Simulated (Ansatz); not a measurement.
Process, species as SMILES: C(F)F → F[CH]F + H atom
B3LYP-D3(BJ)/def2-TZVP geometries, fixed; electronic energies without zero-point terms.

Basis-set convergence of the bond dissociation energy at PBE0 with Ansatz (a first-principles code). Cartesian d functions, on some or all atoms, in 6-31G**; all else is spherical. The program fits the integrals of some runs and decomposes those of others, by size. Open shells are unrestricted. No added dispersion term, no relativity. Functions are those of the species that has most. Reference: the value in aug-pcseg-3, 103.55 kcal/mol, itself unsure by roughly 0.03 kcal/mol (its mean distance from aug-cc-pVQZ, cc-pV5Z, def2-QZVPPD). Deviations are taken from unrounded values.

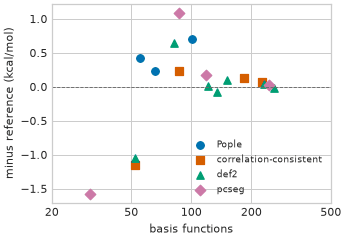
Fig. 1. Deviation from the reference against the number of basis functions, by family of sets.

```json
[
 {"basis": "pcseg-0", "functions": "31", "bond dissociation energy (kcal/mol)": "101.98", "minus reference (kcal/mol)": "-1.58"},
 {"basis": "cc-pVDZ", "functions": "52", "bond dissociation energy (kcal/mol)": "102.40", "minus reference (kcal/mol)": "-1.16"},
 {"basis": "def2-SVP", "functions": "52", "bond dissociation energy (kcal/mol)": "102.50", "minus reference (kcal/mol)": "-1.05"},
 {"basis": "6-31G**", "functions": "55", "bond dissociation energy (kcal/mol)": "103.98", "minus reference (kcal/mol)": "0.43"},
 {"basis": "6-311G**", "functions": "66", "bond dissociation energy (kcal/mol)": "103.79", "minus reference (kcal/mol)": "0.23"},
 {"basis": "def2-SVPD", "functions": "82", "bond dissociation energy (kcal/mol)": "104.20", "minus reference (kcal/mol)": "0.65"},
 {"basis": "aug-cc-pVDZ", "functions": "87", "bond dissociation energy (kcal/mol)": "103.79", "minus reference (kcal/mol)": "0.24"},
 {"basis": "aug-pcseg-1", "functions": "87", "bond dissociation energy (kcal/mol)": "104.64", "minus reference (kcal/mol)": "1.09"},
 {"basis": "6-311++G(2d,2p)", "functions": "101", "bond dissociation energy (kcal/mol)": "104.26", "minus reference (kcal/mol)": "0.70"},
 {"basis": "pcseg-2", "functions": "118", "bond dissociation energy (kcal/mol)": "103.72", "minus reference (kcal/mol)": "0.17"},
 {"basis": "def2-TZVPP", "functions": "121", "bond dissociation energy (kcal/mol)": "103.57", "minus reference (kcal/mol)": "0.01"},
 {"basis": "def2-TZVPD", "functions": "135", "bond dissociation energy (kcal/mol)": "103.48", "minus reference (kcal/mol)": "-0.08"},
 {"basis": "def2-TZVPPD", "functions": "151", "bond dissociation energy (kcal/mol)": "103.66", "minus reference (kcal/mol)": "0.10"},
 {"basis": "aug-cc-pVTZ", "functions": "184", "bond dissociation energy (kcal/mol)": "103.69", "minus reference (kcal/mol)": "0.13"},
 {"basis": "cc-pVQZ", "functions": "225", "bond dissociation energy (kcal/mol)": "103.62", "minus reference (kcal/mol)": "0.07"},
 {"basis": "def2-QZVPP", "functions": "231", "bond dissociation energy (kcal/mol)": "103.59", "minus reference (kcal/mol)": "0.03"},
 {"basis": "pcseg-3", "functions": "246", "bond dissociation energy (kcal/mol)": "103.59", "minus reference (kcal/mol)": "0.03"},
 {"basis": "def2-QZVPPD", "functions": "261", "bond dissociation energy (kcal/mol)": "103.54", "minus reference (kcal/mol)": "-0.02"}
]
```
